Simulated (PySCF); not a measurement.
Si(Cl)3(Et), C2H5Cl3Si, SMILES [Si](CC)(Cl)(Cl)Cl at its B3LYP/def2-SVP optimised geometry (Å):

```
11

C      1.0784     0.2543     1.2028
C      0.4242    -0.4394     0.0000
Si    -1.4437    -0.4394     0.0000
Cl    -2.1767    -1.4077     1.6767
Cl    -2.1764     1.4969     0.0000
Cl    -2.1554    -1.4100    -1.6814
H      2.1764     0.2123     1.1297
H      0.7864     1.3145     1.2615
H      0.7866    -0.2260     2.1497
H      0.7359    -1.4969    -0.0666
H      0.7360     0.0322    -0.9488
```

Method: B3LYP/def2-TZVP (PySCF 2.14.0). Cells within 0.4 Å of a nucleus heavier than hydrogen are left out (blank, or x).

Map of the log10 of the electron density (e/bohr³), floored at −4 on the plane z = 0.0 Å:

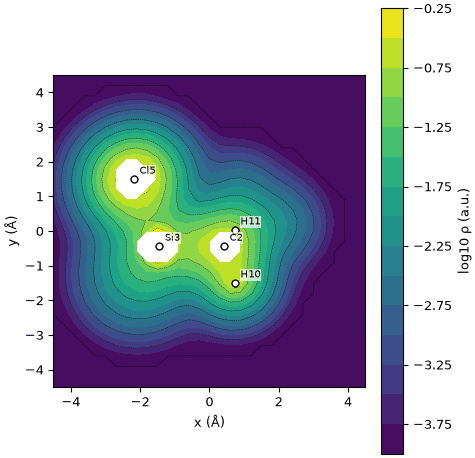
Figure: Log10 of the electron density (e/bohr³), floored at −4 on the plane z = 0.0 Å.
